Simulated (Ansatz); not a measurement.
**BFH6O2Si2: a spread of methods and bases**

Aim: run BFH6O2Si2 under a spread of inputs, and see what each costs and gives.

Method: the settings change from run to run; program: Ansatz 0.2.0, Gaussian basis.

**1. The molecule**

An earlier PBE0-D4 in a triple-zeta def2 set relaxation fixed the geometry.

SMILES `FB(O[SiH3])O[SiH3]`, 12 atoms, charge 0, spin multiplicity 1.

Atoms are counted from 1 here; the program's logs count them from 0.

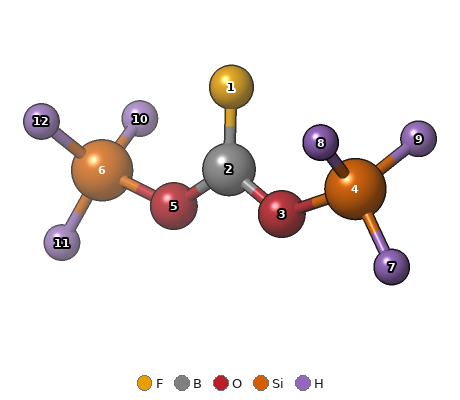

The geometry (fluorine amber, boron grey, oxygen red, silicon orange, hydrogen purple); atoms are numbered from 1 in the order of the file.

Coordinates:

```xyz
12

F    -0.64277    0.31053    1.19176
B    -0.01633    0.00601    0.04187
O     0.05160   -1.27997   -0.35635
Si   -0.50182   -2.69584    0.29692
O     0.53384    0.99142   -0.69516
Si    0.62837    2.63156   -0.49866
H    -0.08995   -3.77580   -0.62756
H    -1.98053   -2.65920    0.41372
H     0.10197   -2.91012    1.63524
H     1.35327    2.95368    0.75527
H     1.37273    3.15366   -1.66654
H    -0.73348    3.21906   -0.45631
```

**2. PBE0-DH/def2-TZVP**

Set apart from the defaults: multiplicity 3, atoms shaken by 0.15 Å, density fitting with cc-pVTZ-jkfit.

Contents of in.yaml:

```yaml
crystal:
  periodic: [false, false, false]
  atoms:
    - {symbol: F, position_ang: [-0.695924, 0.156787, 1.082733]}
    - {symbol: B, position_ang: [0.108069, 0.027112, -0.216836]}
    - {symbol: O, position_ang: [-0.084250, -1.475654, -0.362332]}
    - {symbol: Si, position_ang: [-0.640756, -2.836417, 0.194992]}
    - {symbol: O, position_ang: [0.677110, 1.299476, -0.786003]}
    - {symbol: Si, position_ang: [0.641897, 2.585976, -0.654866]}
    - {symbol: H, position_ang: [-0.445442, -3.715111, -0.644078]}
    - {symbol: H, position_ang: [-2.022082, -2.608593, 0.284330]}
    - {symbol: H, position_ang: [0.227254, -3.081147, 1.774769]}
    - {symbol: H, position_ang: [1.256292, 2.933192, 0.828539]}
    - {symbol: H, position_ang: [1.100501, 3.188868, -1.780280]}
    - {symbol: H, position_ang: [-0.627521, 3.016381, -0.591993]}
basis:
  gaussian: {orbitals: def2-TZVP, fitting: {mean_field: cc-pVTZ-jkfit}}
magnetization: {spin_polarized: true, initial_magnetization: 2}
hamiltonian: {xc: {name: PBE0-DH}}
```

Launch:

```sh
ansatz run in.yaml --threads 4 --pin off --events-out ev --progress --plain --max-ram 11315MiB
```

Output:

```text
Functional definition: PBE0-DH
  name "PBE0-DH"
  cite "Brémond & Adamo, J. Chem. Phys. 135, 024106 (2011) doi:10.1063/1.3604569"
  cite "Perdew, Burke & Ernzerhof, Phys. Rev. Lett. 77, 3865 (1996) doi:10.1103/PhysRevLett.77.3865"
  parameter a = 1/2
  parameter c = 1/8
  exchange = (1 - a)*pbe_x + a*exact_x
  correlation = (1 - c)*pbe_c + c*(mp2_os + mp2_ss)
738 factors; integrals over basis functions are off by at most 8.4e-1 eV
mean field evaluation 1: about -23303.4490 eV, gradient 5.3e1 eV
mean field evaluation 2: about -23303.4485 eV, gradient 5.3e1 eV
mean field evaluation 4: about -23311.1288 eV, gradient 2.1e1 eV
mean field evaluation 8: about -23314.9944 eV, gradient 1.9e0 eV
mean field evaluation 16: about -23315.2333 eV, gradient 4.3e-2 eV
mean field evaluation 32: about -23315.2334 eV, gradient 1.1e-6 eV
mean field evaluation 64: about -23300.5574 eV, gradient 5.0e1 eV
mean field evaluation 96: about -23314.6635 eV, gradient 3.6e0 eV
mean field -23315.23340597 eV, -856.8190240365 hartree, gradient 1.1e-6 eV, S^2 2.003980; 6 other end points of the search recorded, 0 dependent functions left out
14 core orbitals not correlated: weight in the atoms' cores, before any rotation towards them, 0.999 or more for the frozen orbitals, at most 0.000 for the correlated occupied ones
reference -23315.23343555 eV, -856.8190251237 hartree; 19, 17 occupied and 201, 203 virtual orbitals, 738 factors
second order -34.37959059 eV of doubles, -0.00000000 eV of singles
Total energy: -23319.53088437 eV, -856.9769534550 hartree
```

Wall time 45 s (4 threads of Intel Xeon Platinum 8259CL at 2.50GHz, shared host); peak memory 0.98 GiB.

⟨S²⟩ 2.004.

**3. r2SCAN/x2c-TZVPPall**

Set apart from the defaults: rVV10 dispersion, relativity set to none.

Contents of in.yaml:

```yaml
crystal:
  periodic: [false, false, false]
  atoms:
    - {symbol: F, position_ang: [-0.642768, 0.310534, 1.191761]}
    - {symbol: B, position_ang: [-0.016326, 0.006013, 0.041866]}
    - {symbol: O, position_ang: [0.051597, -1.279966, -0.356349]}
    - {symbol: Si, position_ang: [-0.501820, -2.695843, 0.296919]}
    - {symbol: O, position_ang: [0.533839, 0.991421, -0.695161]}
    - {symbol: Si, position_ang: [0.628366, 2.631557, -0.498661]}
    - {symbol: H, position_ang: [-0.089955, -3.775799, -0.627559]}
    - {symbol: H, position_ang: [-1.980529, -2.659203, 0.413722]}
    - {symbol: H, position_ang: [0.101972, -2.910118, 1.635243]}
    - {symbol: H, position_ang: [1.353273, 2.953682, 0.755268]}
    - {symbol: H, position_ang: [1.372728, 3.153657, -1.666545]}
    - {symbol: H, position_ang: [-0.733476, 3.219064, -0.456305]}
basis:
  gaussian: {orbitals: x2c-TZVPPall}
hamiltonian: {xc: {name: r2SCAN}, dispersion: rvv10, pseudopotentials: {relativity: none}}
output: {forces: true}
```

Launched as before.

Output, shortened:

```text
Functional definition: r2SCAN+rVV10
  name "r2SCAN+rVV10"
  cite "Furness, Kaplan, Ning, Perdew & Sun, J. Phys. Chem. Lett. 11, 8208 (2020) doi:10.1021/acs.jpclett.0c02405"
  cite "Furness, Kaplan, Ning, Perdew & Sun, J. Phys. Chem. Lett. 11, 9248 (2020) doi:10.1021/acs.jpclett.0c03077"
  cite "Vydrov & Van Voorhis, J. Chem. Phys. 133, 244103 (2010) doi:10.1063/1.3521275"
  cite "Sabatini, Gorni & de Gironcoli, Phys. Rev. B 87, 041108(R) (2013) doi:10.1103/PhysRevB.87.041108"
  cite "Ning et al., Phys. Rev. B 106, 075422 (2022) doi:10.1103/PhysRevB.106.075422"
  parent "r2scan"
[...]
1586 factors; their error is unknown
[...]
mean field -23337.92878175 eV, -857.6530637129 hartree, gradient 8.3e-5 eV, S^2 0.000000; 0 other end points of the search recorded, 0 dependent functions left out
[...]
reference -23337.92879822 eV, -857.6530643183 hartree; 32, 32 occupied and 260, 260 virtual orbitals, 1586 factors
[...]
WARN: the results are in doubt because the basis set is contracted for relativity, which is off
[...]
Atom 2 at     0.051597    -1.279966    -0.356349 Å, force     0.019092    -0.133677    -0.059469 eV/Å
Atom 3 at    -0.501820    -2.695843     0.296919 Å, force    -0.006632    -0.008568     0.008022 eV/Å
Atom 4 at     0.533839     0.991421    -0.695161 Å, force     0.066444     0.091817    -0.093595 eV/Å
Atom 5 at     0.628366     2.631557    -0.498661 Å, force    -0.001032     0.013425     0.004148 eV/Å
Atom 6 at    -0.089955    -3.775799    -0.627559 Å, force    -0.014746     0.018217     0.029385 eV/Å
Atom 7 at    -1.980529    -2.659203     0.413722 Å, force     0.028535    -0.005493     0.001335 eV/Å
Atom 8 at     0.101972    -2.910118     1.635243 Å, force    -0.015294    -0.000526    -0.024876 eV/Å
Atom 9 at     1.353273     2.953682     0.755268 Å, force    -0.016193    -0.000496    -0.024393 eV/Å
Atom 10 at     1.372728     3.153657    -1.666545 Å, force    -0.018892    -0.001942     0.032357 eV/Å
Atom 11 at    -0.733476     3.219064    -0.456305 Å, force     0.028432    -0.006281     0.001793 eV/Å
Dipole moment:     0.000761    -0.000305    -0.000395 e Å
In doubt: the basis set is contracted for relativity, which is off
```

Wall time 8 s (4 threads of Intel Xeon Platinum 8259CL at 2.50GHz, shared host).

Largest force 0.159 eV/Å, dipole 0.00 D. The log holds a warning on this run.

**4. RPA/cc-pVTZ**

Set apart from the defaults: correlated electrons set to outside_noble_gas.

in.yaml, as its differences from that of step 3:

```diff
@@ -16,4 +16,4 @@
 basis:
-  gaussian: {orbitals: x2c-TZVPPall}
-hamiltonian: {xc: {name: r2SCAN}, dispersion: rvv10, pseudopotentials: {relativity: none}}
-output: {forces: true}
+  gaussian: {orbitals: cc-pVTZ}
+hamiltonian: {xc: {name: PBE0}}
+correlation: {method: rpa, electrons: outside_noble_gas}
```

Launched as before.

Output, shortened:

```text
Functional definition: PBE0
  name "PBE0"
  cite "Adamo & Barone, J. Chem. Phys. 110, 6158 (1999) doi:10.1063/1.478522"
  cite "Perdew, Burke & Ernzerhof, Phys. Rev. Lett. 77, 3865 (1996) doi:10.1103/PhysRevLett.77.3865"
  parent pbe
[...]
1600 factors; integrals over basis functions are off by at most 1.3e-3 eV
[...]
mean field -23335.29370550 eV, -857.5562264470 hartree, gradient 3.7e-6 eV, S^2 0.000000; 0 other end points of the search recorded, 0 dependent functions left out
14 core orbitals not correlated: weight in the atoms' cores, before any rotation towards them, 1.000 or more for the frozen orbitals, at most 0.000 for the correlated occupied ones
reference -23281.20863290 eV, -855.5686366889 hartree; 18, 18 occupied and 240, 240 virtual orbitals, 1600 factors
Total energy: -23324.19813750 eV, -857.1484718437 hartree
```

Run time: 8 s. Hardware: 4 threads of Intel Xeon Platinum 8259CL at 2.50GHz, shared host; peak memory 0.77 GiB.

**5. wPBEh/aug-cc-pVDZ**

Set apart from the defaults: a grid of angular degree 11, the search for lower states set to off.

in.yaml, as its differences from that of step 4:

```diff
@@ -16,4 +16,5 @@
 basis:
-  gaussian: {orbitals: cc-pVTZ}
-hamiltonian: {xc: {name: PBE0}}
-correlation: {method: rpa, electrons: outside_noble_gas}
+  gaussian: {orbitals: aug-cc-pVDZ, final_grid: {core_spheres: 5, valence_spheres: 4, degree: 11}}
+hamiltonian: {xc: {name: wPBEh}}
+scf: {lower_state_search: off}
+output: {forces: true}
```

Same command.

Output, shortened:

```text
Functional definition: wPBEh
  name "wPBEh"
  cite "Heyd, Scuseria & Ernzerhof, J. Chem. Phys. 118, 8207 (2003) doi:10.1063/1.1564060"
  cite "Krukau, Vydrov, Izmaylov & Scuseria, J. Chem. Phys. 125, 224106 (2006) doi:10.1063/1.2404663"
  cite "Heyd & Scuseria, J. Chem. Phys. 120, 7274 (2004) doi:10.1063/1.1668634"
  cite "Ernzerhof & Perdew, J. Chem. Phys. 109, 3313 (1998) doi:10.1063/1.476928"
  cite "Perdew, Burke & Ernzerhof, Phys. Rev. Lett. 77, 3865 (1996) doi:10.1103/PhysRevLett.77.3865"
  parent pbe
[...]
1933 factors; integrals over basis functions are off by at most 6.0e-4 eV
252 factors; integrals over basis functions are off by at most 7.6e-7 eV
[...]
mean field -23333.64369749 eV, -857.4955897709 hartree, gradient 5.4e-6 eV, S^2 0.000000; 0 other end points of the search recorded, 0 dependent functions left out
[...]
Atom 4 at     0.533839     0.991421    -0.695161 Å, force     0.034190    -1.219496    -0.322359 eV/Å
Atom 5 at     0.628366     2.631557    -0.498661 Å, force     0.047988     1.148479     0.168399 eV/Å
Atom 6 at    -0.089955    -3.775799    -0.627559 Å, force     0.061650    -0.150275    -0.136973 eV/Å
Atom 7 at    -1.980529    -2.659203     0.413722 Å, force    -0.213616     0.021080     0.012706 eV/Å
Atom 8 at     0.101972    -2.910118     1.635243 Å, force     0.096765    -0.018132     0.189124 eV/Å
Atom 9 at     1.353273     2.953682     0.755268 Å, force     0.105822     0.030676     0.183420 eV/Å
Atom 10 at     1.372728     3.153657    -1.666545 Å, force     0.107605     0.068475    -0.169959 eV/Å
Atom 11 at    -0.733476     3.219064    -0.456305 Å, force    -0.202636     0.069517     0.005001 eV/Å
Dipole moment:    -0.001981     0.001052     0.004783 e Å
Checks for a lower state left out: stability, starts, cluster_reference, orbital_swaps, neighbouring_geometries, increment
```

Wall time 4.8 s (4 threads of Intel Xeon Platinum 8259CL at 2.50GHz, shared host).

Largest force 1.262 eV/Å, dipole 0.03 D.

**6. PBEsol/aug-cc-pVTZ**

Set apart from the defaults: charge -1, multiplicity 2, atoms shaken by 0.03 Å, D3(BJ) dispersion, high accuracy.

Contents of in.yaml:

```yaml
crystal:
  periodic: [false, false, false]
  atoms:
    - {symbol: F, position_ang: [-0.693335, 0.290044, 1.251527]}
    - {symbol: B, position_ang: [0.037456, 0.021036, 0.015129]}
    - {symbol: O, position_ang: [0.065033, -1.256743, -0.368126]}
    - {symbol: Si, position_ang: [-0.483076, -2.694125, 0.341877]}
    - {symbol: O, position_ang: [0.510024, 0.985799, -0.674004]}
    - {symbol: Si, position_ang: [0.624342, 2.635163, -0.473287]}
    - {symbol: H, position_ang: [-0.030509, -3.791538, -0.659621]}
    - {symbol: H, position_ang: [-1.921252, -2.703100, 0.510555]}
    - {symbol: H, position_ang: [0.048677, -2.912659, 1.619191]}
    - {symbol: H, position_ang: [1.327321, 2.933266, 0.717110]}
    - {symbol: H, position_ang: [1.445518, 3.133379, -1.683645]}
    - {symbol: H, position_ang: [-0.743695, 3.180923, -0.439518]}
basis:
  gaussian: {orbitals: aug-cc-pVTZ}
total_charge: -1
magnetization: {spin_polarized: true, initial_magnetization: 1}
hamiltonian: {xc: {name: PBEsol}, dispersion: d3bj}
accuracy: high
```

Launched as before.

Output, shortened:

```text
Functional definition: PBEsol
  name "PBEsol"
  cite "Perdew et al., Phys. Rev. Lett. 100, 136406 (2008) doi:10.1103/PhysRevLett.100.136406"
  cite "Perdew, Burke & Ernzerhof, Phys. Rev. Lett. 77, 3865 (1996) doi:10.1103/PhysRevLett.77.3865"
  parent pbesol
[...]
6583 factors; integrals over basis functions are off by at most 1.0e-8 eV
[...]
mean field -23278.14474330 eV, -855.4560408231 hartree, gradient 4.8e-8 eV, S^2 0.750283; 10 other end points of the search recorded, 0 dependent functions left out
reference -23278.14474848 eV, -855.4560410135 hartree; 33, 32 occupied and 389, 390 virtual orbitals, 6583 factors
Total energy: -23278.24447204 eV, -855.4597057867 hartree
```

Run time: 3.8 min. Hardware: 4 threads of Intel Xeon Platinum 8259CL at 2.50GHz, shared host; peak memory 7.1 GiB.

⟨S²⟩ 0.750.

**7. rPW86-PBE/def2-TZVPP**

Options: atoms shaken by 0.08 Å, a point charge of 2.00 e beside it.

Contents of in.yaml:

```yaml
crystal:
  periodic: [false, false, false]
  atoms:
    - {symbol: F, position_ang: [-0.614380, 0.377201, 1.119907]}
    - {symbol: B, position_ang: [-0.054593, -0.157778, 0.147782]}
    - {symbol: O, position_ang: [0.132021, -1.354307, -0.261461]}
    - {symbol: Si, position_ang: [-0.351961, -2.712068, 0.280976]}
    - {symbol: O, position_ang: [0.591337, 1.038019, -0.700920]}
    - {symbol: Si, position_ang: [0.519213, 2.412524, -0.533284]}
    - {symbol: H, position_ang: [-0.085913, -3.708869, -0.514419]}
    - {symbol: H, position_ang: [-1.965647, -2.666505, 0.499931]}
    - {symbol: H, position_ang: [0.076807, -3.013283, 1.632071]}
    - {symbol: H, position_ang: [1.270606, 2.817197, 0.799979]}
    - {symbol: H, position_ang: [1.507364, 3.205692, -1.733369]}
    - {symbol: H, position_ang: [-0.791093, 3.368062, -0.485245]}
basis:
  gaussian: {orbitals: def2-TZVPP, point_charges: [{charge: 2.00, position_ang: [4.333, 0.865, 0.028]}]}
hamiltonian: {xc: {name: rPW86-PBE}}
```

The command is unchanged.

Output:

```text
Functional definition: rPW86-PBE
  name "rPW86-PBE"
  cite "Murray, Lee & Langreth, J. Chem. Theory Comput. 5, 2754 (2009) doi:10.1021/ct900365q"
  cite "Perdew, Burke & Ernzerhof, Phys. Rev. Lett. 77, 3865 (1996) doi:10.1103/PhysRevLett.77.3865"
  parent pbe
  exchange = rpw86_x
  correlation = pbe_c
1557 factors; their error is unknown
mean field evaluation 1: about -23361.7061 eV, gradient 9.9e1 eV
mean field evaluation 2: about -23302.0616 eV, gradient 2.0e2 eV
mean field evaluation 4: about -23375.9893 eV, gradient 2.1e1 eV
mean field evaluation 8: about -23376.6025 eV, gradient 8.6e-2 eV
mean field evaluation 16: about -23376.5648 eV, gradient 5.2e-5 eV
mean field -23376.56475910 eV, -859.0729096923 hartree, gradient 5.2e-5 eV, S^2 0.000000; 0 other end points of the search recorded, 0 dependent functions left out
reference -23376.56490872 eV, -859.0729151907 hartree; 32, 32 occupied and 260, 260 virtual orbitals, 1557 factors
Total energy: -23376.56490872 eV, -859.0729151907 hartree
```

Wall time 6 s (4 threads of Intel Xeon Platinum 8259CL at 2.50GHz, shared host).

**8. PBE0/def2-mTZVPP**

Options: charge -1, multiplicity 2, atoms shaken by 0.03 Å.

Contents of in.yaml:

```yaml
crystal:
  periodic: [false, false, false]
  atoms:
    - {symbol: F, position_ang: [-0.672533, 0.313777, 1.167642]}
    - {symbol: B, position_ang: [-0.031318, 0.004723, 0.026736]}
    - {symbol: O, position_ang: [0.054393, -1.269761, -0.333500]}
    - {symbol: Si, position_ang: [-0.574587, -2.683799, 0.302502]}
    - {symbol: O, position_ang: [0.493340, 0.914084, -0.737468]}
    - {symbol: Si, position_ang: [0.601598, 2.637408, -0.537347]}
    - {symbol: H, position_ang: [-0.011221, -3.761702, -0.654623]}
    - {symbol: H, position_ang: [-1.961231, -2.640912, 0.437831]}
    - {symbol: H, position_ang: [0.105811, -2.889059, 1.647788]}
    - {symbol: H, position_ang: [1.408613, 2.909435, 0.822796]}
    - {symbol: H, position_ang: [1.344066, 3.168973, -1.694360]}
    - {symbol: H, position_ang: [-0.775600, 3.269901, -0.454707]}
basis:
  gaussian: {orbitals: def2-mTZVPP}
total_charge: -1
magnetization: {spin_polarized: true, initial_magnetization: 1}
hamiltonian: {xc: {name: PBE0}}
```

The command is unchanged.

Output:

```text
Functional definition: PBE0
  name "PBE0"
  cite "Adamo & Barone, J. Chem. Phys. 110, 6158 (1999) doi:10.1063/1.478522"
  cite "Perdew, Burke & Ernzerhof, Phys. Rev. Lett. 77, 3865 (1996) doi:10.1103/PhysRevLett.77.3865"
  parent pbe
  parameter a = 0.25
  parameter kappa = 0.804
  parameter beta = 0.06672455060314922
  exchange = (1 - a)*pbe_x(kappa = kappa, mu = beta*pi^2/3) + a*exact_x
  correlation = pbe_c(beta = beta)
1503 factors; their error is unknown
mean field evaluation 1: about -23329.8180 eV, gradient 3.3e1 eV
mean field evaluation 2: about -23324.1526 eV, gradient 5.3e1 eV
mean field evaluation 4: about -23333.2960 eV, gradient 2.9e0 eV
mean field evaluation 8: about -23333.4785 eV, gradient 1.0e-1 eV
mean field evaluation 16: about -23333.4786 eV, gradient 1.1e-4 eV
mean field -23333.47857998 eV, -857.4895218143 hartree, gradient 4.7e-5 eV, S^2 0.751866; 1 other end points of the search recorded, 0 dependent functions left out
reference -23333.47862604 eV, -857.4895235070 hartree; 33, 32 occupied and 142, 143 virtual orbitals, 1503 factors
Total energy: -23333.47862604 eV, -857.4895235070 hartree
```

It took 11 s on 4 threads of Intel Xeon Platinum 8259CL at 2.50GHz, shared host; peak memory 0.72 GiB.

⟨S²⟩ 0.752.

**9. RPBE/cc-pVTZ-DK**

Options: high accuracy.

Contents of in.yaml:

```yaml
crystal:
  periodic: [false, false, false]
  atoms:
    - {symbol: F, position_ang: [-0.642768, 0.310534, 1.191761]}
    - {symbol: B, position_ang: [-0.016326, 0.006013, 0.041866]}
    - {symbol: O, position_ang: [0.051597, -1.279966, -0.356349]}
    - {symbol: Si, position_ang: [-0.501820, -2.695843, 0.296919]}
    - {symbol: O, position_ang: [0.533839, 0.991421, -0.695161]}
    - {symbol: Si, position_ang: [0.628366, 2.631557, -0.498661]}
    - {symbol: H, position_ang: [-0.089955, -3.775799, -0.627559]}
    - {symbol: H, position_ang: [-1.980529, -2.659203, 0.413722]}
    - {symbol: H, position_ang: [0.101972, -2.910118, 1.635243]}
    - {symbol: H, position_ang: [1.353273, 2.953682, 0.755268]}
    - {symbol: H, position_ang: [1.372728, 3.153657, -1.666545]}
    - {symbol: H, position_ang: [-0.733476, 3.219064, -0.456305]}
basis:
  gaussian: {orbitals: cc-pVTZ-DK}
hamiltonian: {xc: {name: RPBE}}
accuracy: high
```

The command is unchanged.

Output:

```text
Functional definition: RPBE
  name "RPBE"
  cite "Hammer, Hansen & Nørskov, Phys. Rev. B 59, 7413 (1999) doi:10.1103/PhysRevB.59.7413"
  cite "Perdew, Burke & Ernzerhof, Phys. Rev. Lett. 77, 3865 (1996) doi:10.1103/PhysRevLett.77.3865"
  parameter kappa = 0.804
  parameter beta = 0.06672455060314922
  exchange = rpbe_x(kappa = kappa, mu = beta*pi^2/3)
  correlation = pbe_c(beta = beta)
4838 factors; integrals over basis functions are off by at most 1.3e-8 eV
mean field evaluation 1: about -23375.9001 eV, gradient 8.1e1 eV
mean field evaluation 2: about -23336.9605 eV, gradient 1.6e2 eV
mean field evaluation 4: about -23385.7890 eV, gradient 1.6e1 eV
mean field evaluation 8: about -23386.0959 eV, gradient 5.2e-1 eV
mean field evaluation 16: about -23386.0965 eV, gradient 2.6e-5 eV
mean field -23386.09652201 eV, -859.4231955183 hartree, gradient 5.4e-8 eV, S^2 0.000000; 0 other end points of the search recorded, 0 dependent functions left out
reference -23386.09652712 eV, -859.4231957060 hartree; 32, 32 occupied and 240, 240 virtual orbitals, 4838 factors
Total energy: -23386.09652712 eV, -859.4231957060 hartree
Relativity: scalar
```

Wall time 16 s (4 threads of Intel Xeon Platinum 8259CL at 2.50GHz, shared host); peak memory 1.9 GiB.

**10. The runs in one table**

```
               level  charge  multiplicity              geometry  functions  energy (eV)     time
   PBE0-DH/def2-TZVP       0             3                shaken        234   -23319.531     45 s
 r2SCAN/x2c-TZVPPall       0             1               relaxed        292   -23337.929      8 s
         RPA/cc-pVTZ       0             1               relaxed        272   -23324.198      8 s
   wPBEh/aug-cc-pVDZ       0             1               relaxed        200   -23333.644    4.8 s
  PBEsol/aug-cc-pVTZ      -1             2                shaken        422   -23278.244  3.8 min
rPW86-PBE/def2-TZVPP       0             1  shaken, point charge        292   -23376.565      6 s
    PBE0/def2-mTZVPP      -1             2                shaken        175   -23333.479     11 s
     RPBE/cc-pVTZ-DK       0             1               relaxed        272   -23386.097     16 s
```

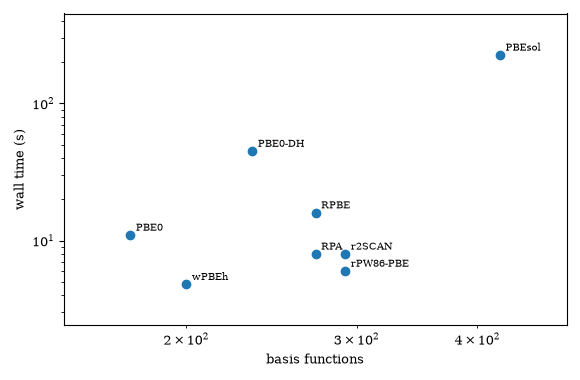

Wall time against the number of basis functions (shared host).

**11. Results**

```
                                         quantity                        value
                                             runs                            8
                                         quickest     wPBEh/aug-cc-pVDZ, 4.8 s
                                          slowest  PBEsol/aug-cc-pVTZ, 3.8 min
spread of total energies, same state and geometry                      61.9 eV
```

**Reading.** Run time spans a factor of 47, from wPBEh/aug-cc-pVDZ to PBEsol/aug-cc-pVTZ. The jobs differ in tasks and options as well as level. The totals spread over 62 eV; they can't be compared across methods or bases. Some of these runs are scalar-relativistic and others not, which shifts the totals of all-electron atoms past neon by several eV an atom and more; core potentials, where a basis has them, take the core out of the total altogether. At the PBE0-D4/def2-TZVP geometry and in the same state, the sound runs without point charges leave forces up to 1.26 eV/Å (wPBEh/aug-cc-pVDZ).
